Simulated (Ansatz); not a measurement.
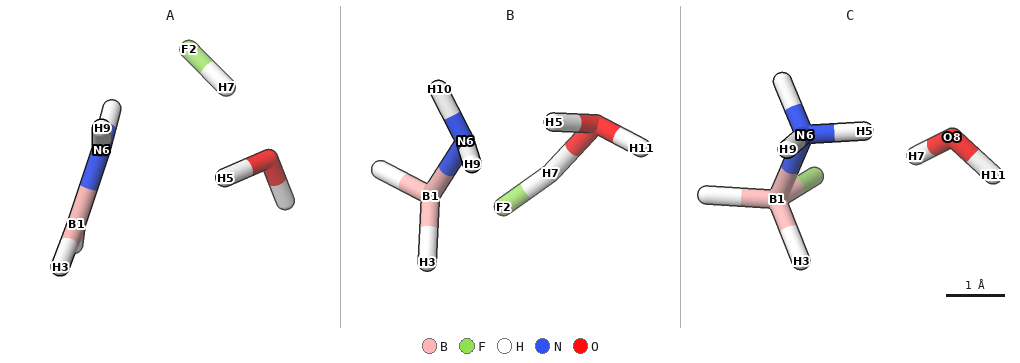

Three geometries of BNH7OF: a saddle point and the two minima that it joins, in shuffled order. A stick model, seen from a free direction. Sticks join atoms that are closer than about 1.2 times the sum of their covalent radii (a little more with hydrogen).

Stationary points at PBE0-D4/def2-TZVP, single-point energies with CCSD(T)/CBS (def2-TZVPP where no basis is named; Ansatz 0.2.0). The energies are electronic, without zero-point or thermal terms, and both ends are the minima reached downhill from the saddle, with any fragments still in contact. CCSD(T)/CBS stands for a frozen-core estimate: MP2 correlation extrapolated from def2-TZVPP and def2-QZVPP, CCSD(T) minus MP2 from the smaller set.

Identify the saddle point and describe the reaction.

Answer. Frame B is the saddle point. Counted by bonded pieces, C holds BH₅NF + H₂O and A holds BH₄N + HF + H₂O. From C over the saddle to A, bonds form: F–H (1.85 → 1.03 → 0.95 Å), H–O (1.91 → 1.02 → 0.97 Å). Bonds break: B–F (1.42 → 1.80 → 3.96 Å), H–N (1.03 → 1.67 → 2.24 Å), H–O (0.97 → 1.35 → 1.61 Å). The saddle has one imaginary mode, 223i cm⁻¹. With CCSD(T)/CBS the barrier is 1.26 eV from C and 0.47 eV from A, and A lies 0.79 eV above C. By Pauling bond orders of the changing bonds the saddle lies closer to A, the higher end, as Hammond's postulate suggests.
